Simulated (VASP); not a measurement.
Band structure of NaI (rock salt). All values below come from PBEsol GGA with spin-orbit coupling, VASP's PBE PAW potentials (set 64) (plane waves; VASP 6.6.1).

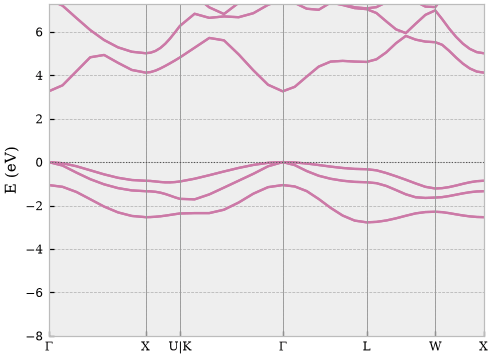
Figure: Bands along high-symmetry lines, zero at the valence-band maximum or, without a gap, the Fermi level

Question: Read the plot: is there a gap, and where are the band edges?

Answer: The gap is direct, 3.26 eV, from the valence maximum at Γ to the conduction minimum at Γ.

Measured: gap 5.90 eV (computed value off by -2.64 eV), as given by Abedi et al., (2022), arXiv:2211.14644.

The compound is NaI in the rock salt structure. It was relaxed first.
